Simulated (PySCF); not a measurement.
**C₃H₄ClGaO₂: density, localisation and related maps**

Input

```
{"job": {"kind": "uv", "xc": "wB97X-D", "basis": "def2-SVPD", "nstates": 8, "ntriplets": 3}, "charge": 0, "multiplicity": 1}
Cl     2.511094    -1.787178    -0.154703
C      1.086066    -0.796666    -0.067690
C      1.275634     0.579515    -0.141167
C      0.184672     1.430047    -0.078393
O     -1.029275     1.085782     0.044611
Ga    -1.808573    -0.677228     0.188917
O      0.005082    -1.410355     0.054189
H      2.268924     0.977998    -0.246411
H      0.376849     2.508394    -0.140135
H     -2.557277    -1.010382    -1.108199
H     -2.307772    -0.897258     1.623018
```

Launched as:

```sh
OMP_NUM_THREADS=1 python probes_run.py task.json out
```

Geometry: GFN2-xTB.

These are results of wB97X-D/def2-SVPD, SCF density, gas phase (PySCF), not measurements.

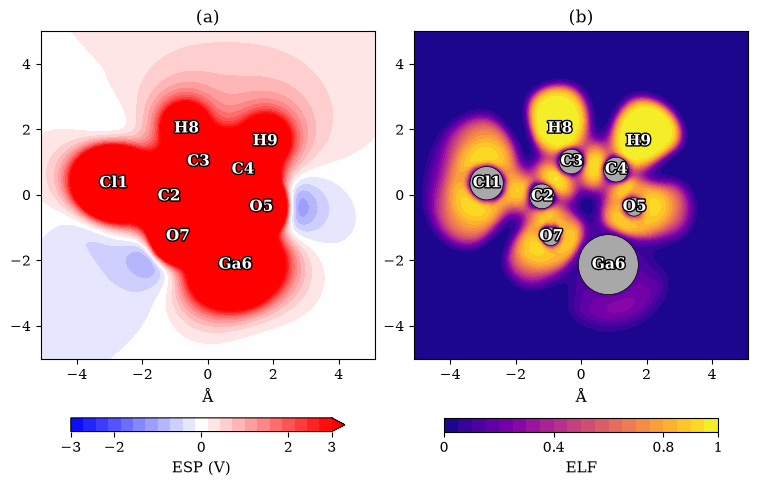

Figure 1. (a) molecular electrostatic potential; (b) electron localisation function on the plane of atoms O5, C4 and H9. Grey discs cover the atomic cores in the ELF map.

Q: Interpret the plot.

A: Atoms in the plane: Cl, C, O, Ga and H. C–O (1.25 Å): the ELF peaks at about 0.85 between the atoms, as expected for a short, strongly polar bond. C–C (1.38 Å): the ELF peaks at about 0.95 between the atoms: localised, covalent bonding. C–Cl (1.74 Å): the ELF peaks at about 0.90 between the atoms, as expected for localised, covalent bonding. Ga–O (1.93 Å): the ELF peaks at about 0.90 in the valence shell of O, 0.6 Å from its nucleus, and is about 0.20 at the midpoint. C–H (1.08 Å): the ELF climbs to about 1 towards the hydrogen, as it does in any bond to H: an ordinary covalent bond to hydrogen. The ELF also peaks beside O7, Cl1 and O5, away from the bonds: lone-pair regions. Outside the dense part of the molecule the potential is most negative (−1.1 V) near O5.

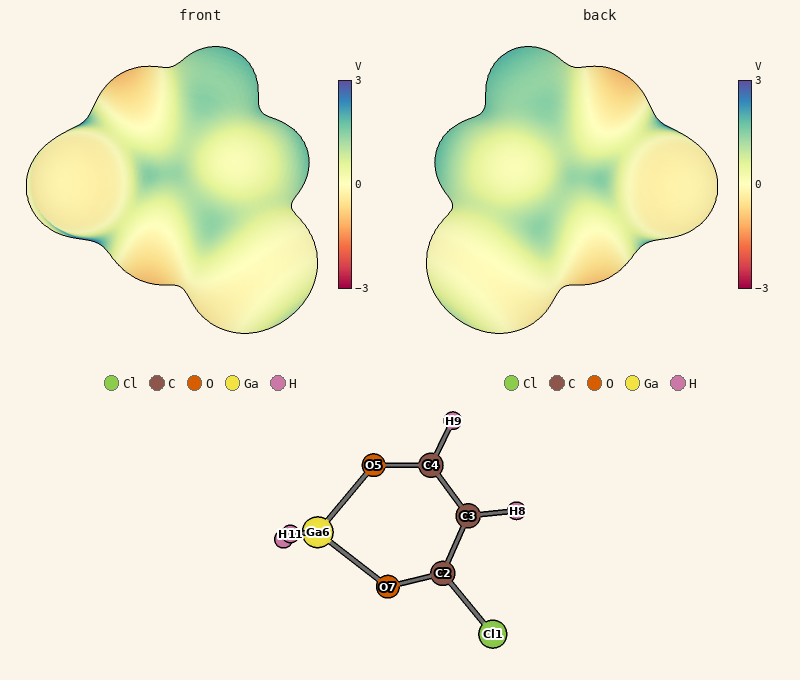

Figure 2. The molecular electrostatic potential painted on the density surface at 0.004 e/bohr³, seen from the front and from behind; red is negative and blue positive. The bare structure is drawn below in the same view.

Q: Where is the surface potential most negative and most positive?

A: The most negative region (about −0.9 V) lies over O5 and O7, the most positive (about +2.5 V) over Ga6. Cl1 shows a σ-hole: about +1.1 V at the tip opposite its bond, against about −0.1 V on its flanks.
